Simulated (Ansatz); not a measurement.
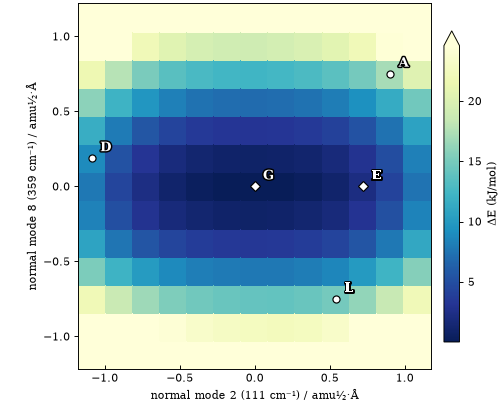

BrClH4OSi2, SMILES O[Si]([SiH3])(Cl)Br. 
- First axis: normal mode 2 (111 cm⁻¹). Second axis: normal mode 8 (359 cm⁻¹).
- Nothing is relaxed (straight displacements along the two mass-weighted modes).
- The grid has 13 × 13 points.
- Points are written as (first, second).
- All energies are given in kJ/mol relative to the relaxed molecule at the same level.
- These are results of RKS PBE0-D4/def2-SVP (Ansatz 0.2.0), not measurements.

Drawn: one coloured cell a grid point, one colour for all values above the top of the scale, lettered points.

Is E the lowest point of the computed grid?

No. E lies 2.1 kJ/mol above the lowest grid point, which is at (0.000 amu½·Å, 0.000 amu½·Å).

What kind of point is each of A, G, L: minimum, saddle, maximum or slope?

A: on a slope; G: minimum; L: on a slope. (In these two coordinates alone; a stationary point may lie a little off the grid point.)
